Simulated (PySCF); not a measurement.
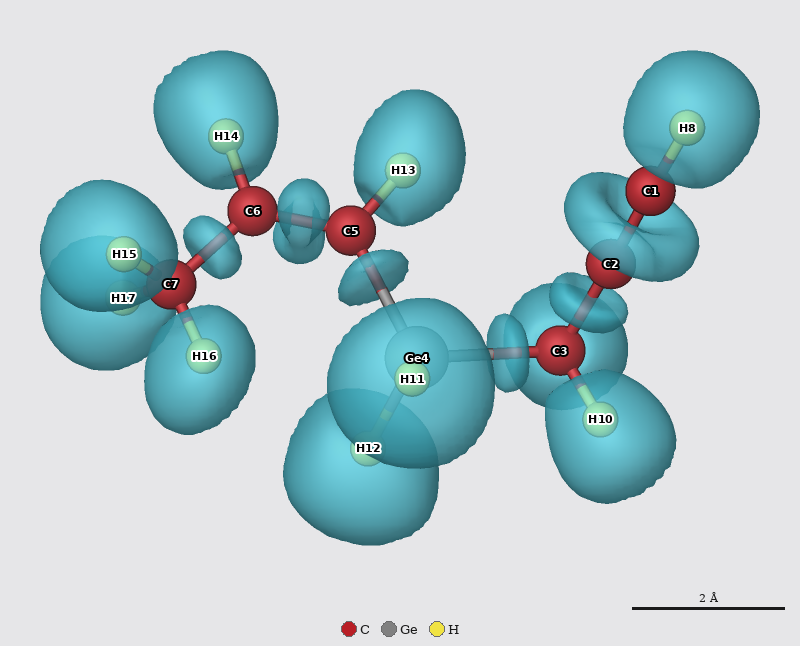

The picture shows: C$_{6}$H$_{10}$Ge. Isosurface of the electron localisation function at 0.8 (cyan), seen at a tilt. Only the valence region is drawn (cores and ρ < 0.01 e/Å³ removed).

Geometry: GFN2-xTB.

Computed with PBE0/def2-SVPD, SCF density, gas phase (PySCF 2.14.0).

```xyz
17

C    -3.4361    1.1457   -0.1359
C    -2.8574    0.2113    0.3397
C    -2.1225   -0.8950    0.8995
Ge   -0.2785   -0.9926    0.1536
C     0.5957    0.7245    0.4615
C     1.8877    1.0032    0.3600
C     2.9486    0.0337   -0.0271
H    -3.9682    1.9532   -0.5422
H    -2.0601   -0.7729    1.9847
H    -2.6560   -1.8270    0.6981
H    -0.3341   -1.3340   -1.3143
H     0.4407   -2.1468    0.8154
H    -0.0827    1.5200    0.7480
H     2.2426    2.0076    0.5709
H     3.5013    0.4054   -0.8892
H     2.5131   -0.9333   -0.2732
H     3.6589   -0.0910    0.7901
```

Question: Describe the localisation domains.

Answer: The surface consists of four regions between bonded C–C atoms (shared pairs), ten regions around hydrogen nuclei and two lobes of the valence shell of C pointing towards Ge (polar bonds). Along the contacts the grid gives the following. C–C (1.20 Å): the ELF peaks at about 0.80 between the atoms; a multiple bond. C–Ge (1.95 Å): the ELF peaks at about 0.95 in the valence shell of C, 0.7 Å from its nucleus, and is about 0.70 at the midpoint.
